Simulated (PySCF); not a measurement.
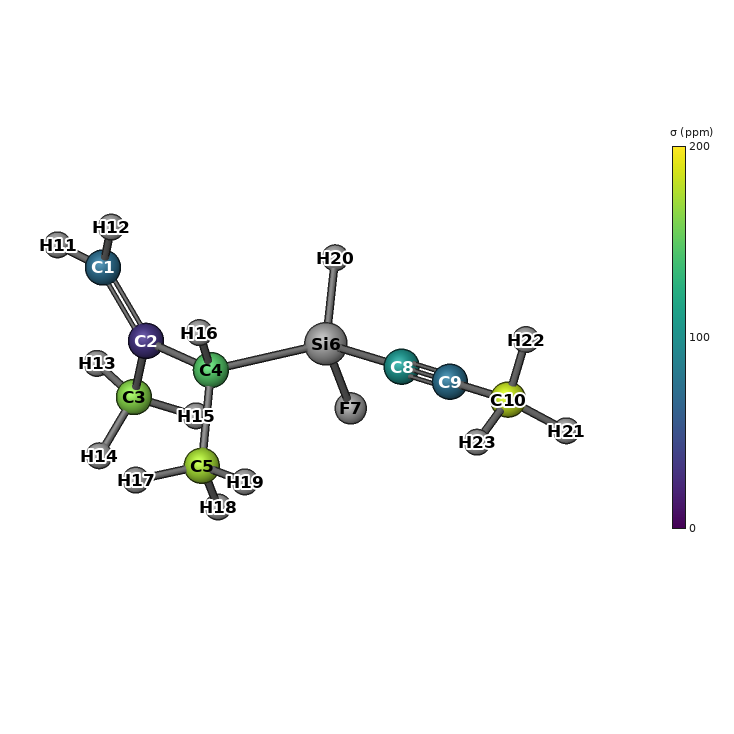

Atoms are coloured by their isotropic NMR shieldings (C only, the others grey). Computed geometry: GFN2-xTB optimisation. No frequency run is at hand to confirm it as a minimum. Properties computed with GIAO PBE0/pcSseg-1 NMR shielding, non-relativistic, gas phase (PySCF 2.14.0).

Give the isotropic NMR shieldings of the C atoms atom by atom.

| atom | σ (ppm) |
| --- | --- |
| C1 | 71.4 |
| C2 | 30.9 |
| C3 | 163.6 |
| C4 | 146.3 |
| C5 | 173.2 |
| C8 | 102.5 |
| C9 | 73.2 |
| C10 | 181.3 |

The geometry is semi-empirical. Around Si such bond lengths and angles can be off by a tenth of an ångström or more and by several degrees, and values that hang on the shape move with them.
